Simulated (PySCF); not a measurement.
Consider C$_{3}$H$_{6}$BO (SMILES [BH]/C=C/OC) (doublet).

```yaml
atoms:
  - { symbol: B, position_ang: [2.5046, 0.0255, -0.4530] }
  - { symbol: C, position_ang: [1.0912, 0.0122, -0.2201] }
  - { symbol: C, position_ang: [0.3377, -0.2126, 0.9121] }
  - { symbol: O, position_ang: [-1.0288, -0.1802, 1.0366] }
  - { symbol: C, position_ang: [-1.7889, 0.1033, -0.1053] }
  - { symbol: H, position_ang: [3.6056, -0.0727, -0.7526] }
  - { symbol: H, position_ang: [0.5202, 0.2497, -1.1185] }
  - { symbol: H, position_ang: [0.7873, -0.4515, 1.8611] }
  - { symbol: H, position_ang: [-2.8310, 0.0685, 0.2095] }
  - { symbol: H, position_ang: [-1.5670, 1.1016, -0.5015] }
  - { symbol: H, position_ang: [-1.6255, -0.6410, -0.8942] }
```

Geometry: GFN2-xTB.

Method: PySCF, UKS B3LYP, pcH-1 on B C H O, non-relativistic, mean-field spin-orbit, GIAO.

**What can the converged electron density, electron localisation function and spin density tell about the bonding?**

C–O (1.37 Å): ρ at the midpoint is about 2.2 e/Å³, with its minimum of 1.9 e/Å³ about 0.5 Å from C; the ELF peaks at about 0.90 between the atoms; a shared but strongly polarised pair.
C–C (1.38 Å): ρ at the midpoint is about 2.1 e/Å³; the ELF peaks at about 0.95 between the atoms (localised, covalent bonding).
C–B (1.43 Å): ρ is about 1.7 e/Å³ halfway; the ELF peaks at about 0.95 between the atoms, as expected for localised, covalent bonding.
C–H (1.08 Å): ρ at the midpoint is about 2.1 e/Å³; the ELF climbs to about 1 towards the hydrogen, as it does in any bond to H; a covalent bond by its length.
The unpaired spin (1 electron) lies mostly on B1 (about 0.5), C3 (about 0.3) and O4 (about 0.1), in electrons by Hirshfeld's partition.

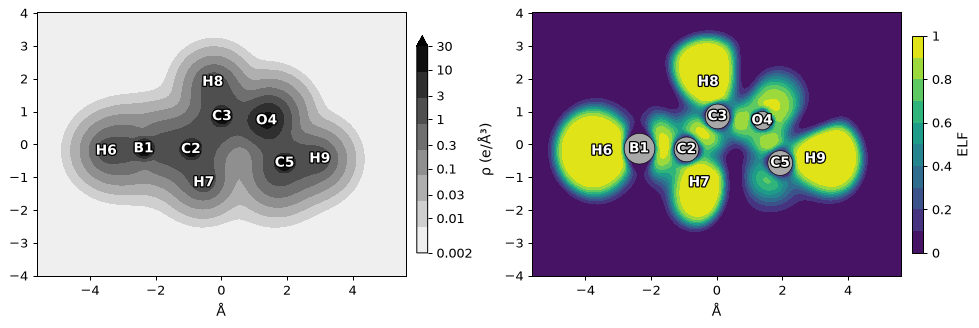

Computed electron density and electron localisation function on the plane of atoms O4, C3 and H8, in this order. Grey discs cover the atomic cores in the ELF map. 
